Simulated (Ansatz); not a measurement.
# SOF2 (thionyl fluoride): levels of theory compared

Wanted: a comparison of 6 runs (B3LYP/STO-3G, PBE/STO-3G, UB3LYP/STO-3G, r2SCAN0/STO-3G, CCSDTQ/STO-3G, FCI/STO-3G) of SOF2 (thionyl fluoride). 

Program for the calculation: Ansatz 0.2.0.

70 further runs of the same task are left out: 9 that didn't finish, 61 set aside as unsound or not needed.

## (1) The system as given

SOF2 has 4 atoms, charge 0, and is taken as a singlet. As SMILES, `O=S(F)F`. The F3–S2 distance was set to 2.382 Å, away from the relaxed value. At this shape a bond of the SMILES string is far longer than usual.

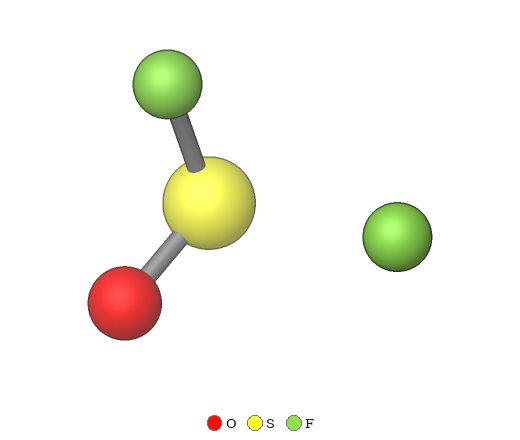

The structure, seen from a chosen angle (oxygen red, sulfur yellow, fluorine green).

## (2) The energy at B3LYP/STO-3G (run 1)

The input, in.yaml:

```yaml
crystal:
  periodic: [false, false, false]
  atoms:
    - symbol: O
      position_ang: [1.418935, -0.548581, -1.140846]
    - symbol: S
      position_ang: [0.335235, -1.041381, -0.368746]
    - symbol: F
      position_ang: [-1.124400, 0.804200, 0.000400]
    - symbol: F
      position_ang: [0.829835, -1.059781, 1.140054]
basis:
  gaussian:
    orbitals: STO-3G
hamiltonian:
  xc: {name: B3LYP}
accuracy: high
```

Run with:

```bash
$ ansatz run in.yaml --threads 1 --pin off --max-ram 2610MiB --events-out events.jsonl --progress --plain --runs-dir runs
```

What it wrote:

```text
Warning: RAYON_NUM_THREADS=1 ignored (pool sized by the plan → 1); use --threads N
Functional definition: B3LYP
  name "B3LYP"
  parameter a0 = 0.2
  parameter ax = 0.72
  parameter ac = 0.81
  exchange = (1 - a0 - ax)*slater_x + ax*b88_x + a0*exact_x
  correlation = (1 - ac)*vwn_rpa_c + ac*lyp_c
441 factors; integrals over basis functions are off by at most 2.8e-8 eV
mean field evaluation 1: about -18069.2019 eV, gradient 4.1e1 eV
mean field evaluation 2: about -17718.9301 eV, gradient 9.0e1 eV
mean field evaluation 4: about -18068.9300 eV, gradient 3.8e1 eV
mean field evaluation 8: about -18080.5370 eV, gradient 1.1e-1 eV
mean field -18080.53703154 eV, -664.4474804807 hartree, gradient 5.2e-9 eV, S^2 0.000000; 0 other end points of the search recorded, 0 dependent functions left out
reference -18080.53704953 eV, -664.4474811419 hartree; 21, 21 occupied and 3, 3 virtual orbitals, 441 factors
Total energy: -18080.53704953 eV, -664.4474811419 hartree
```

Run time: 1.5 s. Hardware: 1 thread of Arm Neoverse V1, shared host; peak memory 0.098 GiB.

## (3) The energy at PBE/STO-3G (run 2)

The input, molecule.yaml:

```yaml
crystal:
  periodic: [false, false, false]
  atoms:
    - symbol: O
      position_ang: [1.418935, -0.548581, -1.140846]
    - symbol: S
      position_ang: [0.335235, -1.041381, -0.368746]
    - symbol: F
      position_ang: [-1.124400, 0.804200, 0.000400]
    - symbol: F
      position_ang: [0.829835, -1.059781, 1.140054]
basis:
  gaussian: {orbitals: STO-3G}
hamiltonian: {xc: {name: PBE}}
accuracy: high
```

Run with:

```bash
$ ansatz run molecule.yaml --threads 1 --pin off --max-ram 2610MiB --events-out events.jsonl --progress --plain --runs-dir runs
```

What it wrote:

```text
Warning: RAYON_NUM_THREADS=1 ignored (pool sized by the plan → 1); use --threads N
Functional definition: PBE
  name "PBE"
  parameter kappa = 0.804
  parameter beta = 0.06672455060314922
  exchange = pbe_x(kappa = kappa, mu = beta*pi^2/3)
  correlation = pbe_c(beta = beta)
441 factors; integrals over basis functions are off by at most 2.8e-8 eV
mean field evaluation 1: about -18058.5955 eV, gradient 4.3e1 eV
mean field evaluation 2: about -17702.2180 eV, gradient 6.2e1 eV
mean field evaluation 4: about -18053.3777 eV, gradient 4.3e1 eV
mean field evaluation 8: about -18069.8841 eV, gradient 7.9e-2 eV
mean field evaluation 16: about -18048.3480 eV, gradient 1.4e1 eV
mean field -18069.88418660 eV, -664.0559956501 hartree, gradient 2.4e-8 eV, S^2 0.000000; 0 other end points of the search recorded, 0 dependent functions left out
reference -18069.88418750 eV, -664.0559956831 hartree; 21, 21 occupied and 3, 3 virtual orbitals, 441 factors
Total energy: -18069.88418750 eV, -664.0559956831 hartree
```

Wall time 1.4 s (1 thread of Arm Neoverse V1, shared host); peak memory 0.098 GiB.

Runs 3 to 5 aren't shown in full; the table further down has their settings and results.

## (4) A single-point energy at FCI/STO-3G (run 6)

The input, input.yaml:

```yaml
crystal:
  periodic: [false, false, false]
  atoms:
    - symbol: O
      position_ang: [1.418935, -0.548581, -1.140846]
    - symbol: S
      position_ang: [0.335235, -1.041381, -0.368746]
    - symbol: F
      position_ang: [-1.124400, 0.804200, 0.000400]
    - symbol: F
      position_ang: [0.829835, -1.059781, 1.140054]
basis:
  gaussian:
    orbitals: STO-3G
correlation:
  method: fci
  frozen_orbitals: {F: 1, O: 1, S: 5}
accuracy: high
```

Run with:

```bash
$ ansatz run input.yaml --threads 1 --pin off --max-ram 2610MiB --events-out events.jsonl --progress --plain --runs-dir runs
```

What it wrote:

```text
Warning: RAYON_NUM_THREADS=1 ignored (pool sized by the plan → 1); use --threads N
Functional definition: HF
  name "HF"
  exchange = exact_x
  correlation = 0
441 factors; integrals over basis functions are off by at most 2.8e-8 eV
mean field evaluation 1: about -18024.5360 eV, gradient 3.2e1 eV
mean field evaluation 2: about -18024.6405 eV, gradient 3.2e1 eV
mean field evaluation 4: about -18032.1064 eV, gradient 1.8e1 eV
mean field evaluation 8: about -18033.4115 eV, gradient 2.0e-1 eV
mean field evaluation 16: about -18033.4012 eV, gradient 2.9e-8 eV
mean field evaluation 32: about -18027.5555 eV, gradient 1.1e1 eV
mean field -18033.40118208 eV, -662.7152699631 hartree, gradient 2.9e-8 eV, S^2 0.000000; 3 other end points of the search recorded, 0 dependent functions left out; unrestricted orbitals would lower it
unrestricted determinant -18038.57888421 eV, -662.9055470070 hartree, S^2 0.9830
8 core orbitals not correlated: weight in the atoms' cores, before any rotation towards them, 1.000 or more for the frozen orbitals, at most 0.000 for the correlated occupied ones
reference -18033.40118208 eV, -662.7152699631 hartree; 13, 13 occupied and 3, 3 virtual orbitals, 441 factors
state -18041.41894665 eV, -663.0099173763 hartree
Total energy: -18041.41894665 eV, -663.0099173763 hartree
```

Wall time 1.9 s (1 thread of Arm Neoverse V1, shared host); peak memory 0.091 GiB.

## (5) The series

```
run           level  frozen core orbitals  energy (Eh)  wall time
  1    B3LYP/STO-3G                     –  -664.447481      1.5 s
  2      PBE/STO-3G                     –  -664.055996      1.4 s
  3   UB3LYP/STO-3G                     –  -664.472332      5.4 s
  4  r2SCAN0/STO-3G                     –  -664.364243      4.2 s
  5   CCSDTQ/STO-3G                     8  -663.010070       40 s
  6      FCI/STO-3G                     8  -663.009917      1.9 s
```

## (6) Summary of results

| quantity | value |
| --- | --- |
| run 6: total energy | -663.00992 Eh |
| run 6: correlation energy (8 core orbitals frozen) | -294.6 mEh |

**Reading.** Against full CI in this basis: CCSDTQ -0.2 mEh. Totals of different functionals can't be ranked against each other. In run 5 the log says that unrestricted orbitals would lower the reference, so the values rest on an unstable closed-shell determinant (other closed-shell runs at this shape may share the fault). In runs 1, 2, 3, 4, 5, 6 the basis is minimal, so the values are rough. Spin contamination of the reference: run 3 ⟨S²⟩ = 0.75. Where it is this large, the reference is a mixture of spin states, and values that rest on it are in doubt. All runs together took 54 s, the longest 40 s.
